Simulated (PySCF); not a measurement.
# Run report: CH$_{6}$OSi$_{2}$, NMR shielding calculation

The run: NMR shielding calculation of CH$_{6}$OSi$_{2}$, SMILES O=C[SiH2][SiH3]. Method and program: GIAO PBE0/def2-SVP NMR shielding, non-relativistic, gas phase (PySCF 2.14.0).

The geometry comes from this level: PBE0-D3(BJ)/def2-SVP. Figures and captions count atoms from 1; the log counts them from 0 in places.

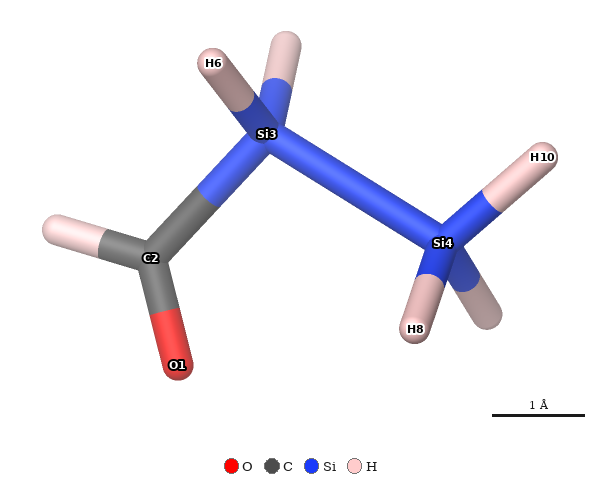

*The input geometry (stick view, seen at a tilt; atoms are numbered from 1 in the order of the input).*

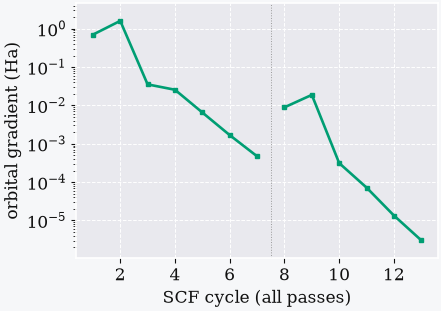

*Convergence of the self-consistent field: orbital gradient against the SCF cycle. The dotted line marks the change from a coarse to the final integration grid.*

The first 7 cycles use a coarse grid, the final grid takes over at cycle 8, and the field converges after 13 cycles in all.

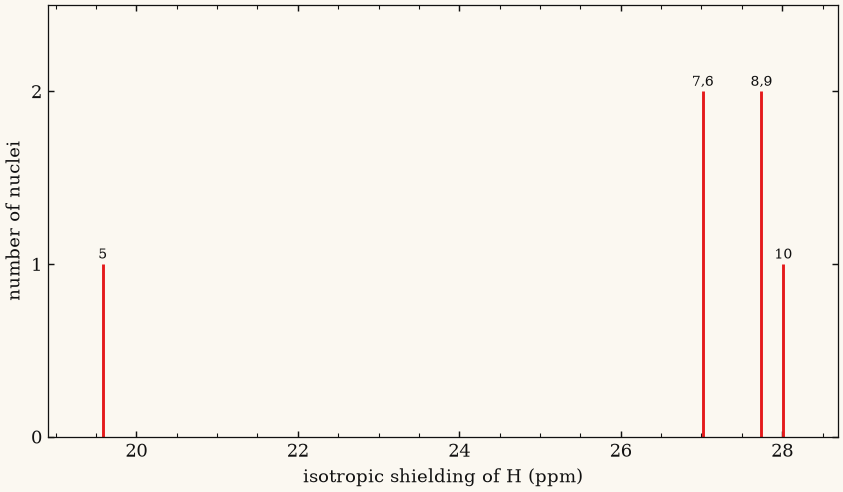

*Isotropic shieldings of the hydrogen nuclei in this fixed geometry, labelled by atom number; shielding grows to the right, so chemical shift grows to the left.*

The least shielded is H5 (19.6 ppm), the most shielded H10 (28.0 ppm).

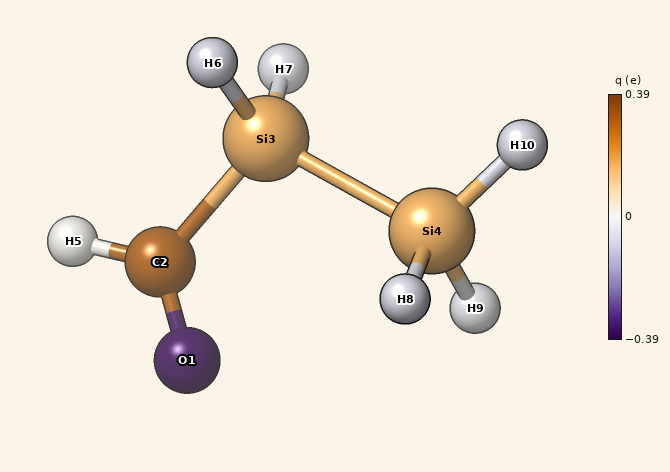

*ESP-fitted charges, as the colour of each atom (ball-and-stick view, seen at a tilt; atoms are numbered from 1 in the order of the input).*

By element: O −0.37, C +0.32, Si +0.16 to +0.17 and H −0.07 to 0.00 e.

The input and output of the run follow.

Input
```
{"job": {"kind": "nmr", "xc": "PBE0", "basis": "def2-SVP", "pop": true}, "charge": 0, "multiplicity": 1}
O      1.484914    -1.665627    -0.071546
C      1.778044    -0.498260    -0.152964
Si     0.407292     0.872259    -0.101965
Si    -1.592550    -0.309766     0.184768
H      2.858279    -0.199517    -0.261065
H      0.466223     1.650849    -1.379984
H      0.713657     1.814857     1.020837
H     -1.795945    -1.229305    -0.973270
H     -1.522999    -1.094919     1.452412
H     -2.746745     0.637939     0.261655
```

The first line tells a small driver script what to run in PySCF; the rest is the geometry in Å.

Launch command:
```bash
OMP_NUM_THREADS=1 python <driver script> task.json out
```

The program's output
```
coarse grid: 9144 points
cycle   1  E = -695.0400600133  dE =  9.481e-02  |g| = 6.994e-01  |ddm| = 2.965e+00
cycle   2  E = -694.6079357143  dE =  4.321e-01  |g| = 1.601e+00  |ddm| = 2.042e+00
cycle   3  E = -695.1436476216  dE = -5.357e-01  |g| = 3.536e-02  |ddm| = 1.547e+00
cycle   4  E = -695.1438865253  dE = -2.389e-04  |g| = 2.559e-02  |ddm| = 7.115e-02
cycle   5  E = -695.1440613284  dE = -1.748e-04  |g| = 6.537e-03  |ddm| = 2.965e-02
cycle   6  E = -695.1440718094  dE = -1.048e-05  |g| = 1.680e-03  |ddm| = 9.573e-03
cycle   7  E = -695.1440724029  dE = -5.935e-07  |g| = 4.717e-04  |ddm| = 2.013e-03
final grid: 78504 points
cycle   8  E = -695.2372735790  dE =  5.036e-06  |g| = 8.912e-03  |ddm| = 1.341e-02
cycle   9  E = -695.2372193916  dE =  5.419e-05  |g| = 1.882e-02  |ddm| = 1.872e-02
cycle  10  E = -695.2372888765  dE = -6.948e-05  |g| = 3.130e-04  |ddm| = 1.330e-02
cycle  11  E = -695.2372889036  dE = -2.713e-08  |g| = 7.205e-05  |ddm| = 4.688e-04
cycle  12  E = -695.2372889051  dE = -1.460e-09  |g| = 1.345e-05  |ddm| = 9.847e-05
cycle  13  E = -695.2372889052  dE = -6.844e-11  |g| = 3.034e-06  |ddm| = 2.195e-05
converged SCF energy = -695.2372889052

GIAO shielding tensors (ppm)
atom      isotropic    diamagn.    paramagn.     s11        s22        s33       span
  0 O     -546.786     396.450    -943.236  -1555.136   -489.961    404.740   1959.876
  1 C      -37.890     254.341    -292.232   -161.995    -61.951    110.275    272.270
  2 Si     474.165     882.501    -408.335    415.149    483.087    524.260    109.111
  3 Si     510.691     879.933    -369.242    508.541    509.594    513.939      5.398
  4 H       19.584      27.125      -7.541     13.803     20.142     24.806     11.004
  5 H       27.022      29.654      -2.632     24.380     25.624     31.061      6.681
  6 H       27.013      29.673      -2.661     24.342     25.615     31.081      6.739
  7 H       27.736      29.188      -1.452     25.119     25.340     32.749      7.630
  8 H       27.751      29.206      -1.455     25.146     25.364     32.745      7.599
  9 H       28.015      28.668      -0.653     25.159     25.771     33.116      7.957
```

Summary

- outcome: converged
- total energy: −695.237289 hartree
- HOMO: −7.08 eV
- LUMO: −1.51 eV
- dipole moment: 1.87 D
- isotropic shielding, O: −546.8 ppm
- isotropic shielding, C: −37.9 ppm
- isotropic shielding, Si: 474.2 to 510.7 ppm
- isotropic shielding, H: 19.6 to 28.0 ppm
- hardware: 1 CPU thread, shared host
- wall time: 5.7 s
- peak memory: 0.46 GiB
